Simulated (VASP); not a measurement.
Band structure of GeS (relaxed from the wurtzite structure, space group P6_3mc). Method: PBE GGA, VASP's PBE PAW potentials (set 64) (plane waves; VASP).

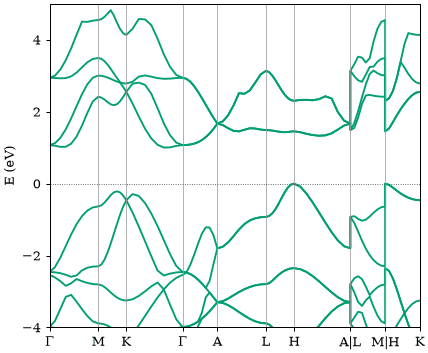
Figure: Bands along high-symmetry lines, zero at the valence-band maximum or, without a gap, the Fermi level

Problem. Read the plot: is there a gap, and where are the band edges?

Solution. The gap is indirect, 1.00 eV, from the valence maximum at H to the conduction minimum at K-Γ at 0.67. (Edges off the drawn lines would not show.)

The structure was generated: GeS was put into the wurtzite type (P6_3mc), which need not be its known phase. It was relaxed first, which changed the volume by +46 %.
